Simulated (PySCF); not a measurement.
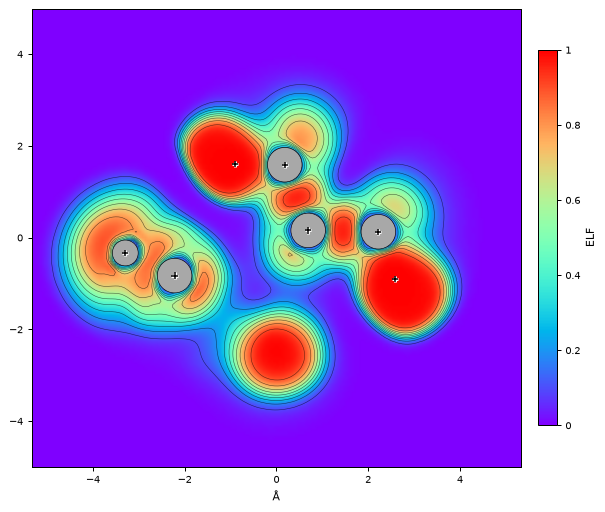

The electron localisation function on a plane through atoms (crosses mark nuclei in the plane; grey discs cover the cores).

Computed with PBE0/pcSseg-1, SCF density, gas phase, non-relativistic in PySCF 2.14.0.

Candidates:
A. C7H16N (SMILES CCC1C[N+](C)(C)C1) (charge +1)
B. C8H13FO

Which candidate gave the map?

Candidate B: C8H13FO on the plane of atoms C2, C1 and H12, which holds C, O and H. C–O (1.18 Å): the ELF peaks at about 0.85 between the atoms: a multiple bond. C–H (1.09 Å): the ELF climbs to about 1 towards the hydrogen, as it does in any bond to H; a covalent bond by its length.
